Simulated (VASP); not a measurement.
Band structure of TlCl (CsCl type). Computed with optB88-vdW, VASP's PBE PAW potentials (set 64) (plane waves; VASP).

Unless said otherwise, spin-orbit coupling is left out, though it shifts the bands of the heavy elements here.

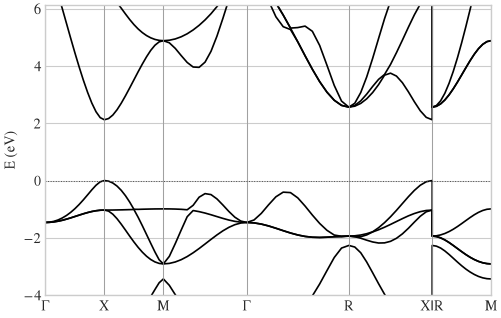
Fig. 1. Bands along high-symmetry lines, zero at the valence-band maximum or, without a gap, the Fermi level

Question: Read the plot: is there a gap, and where are the band edges?

Answer: The gap is direct, 2.12 eV, from the valence maximum at X to the conduction minimum at X. (Edges off the drawn lines would not show.)

The compound is TlCl in the CsCl type structure. It was relaxed first.
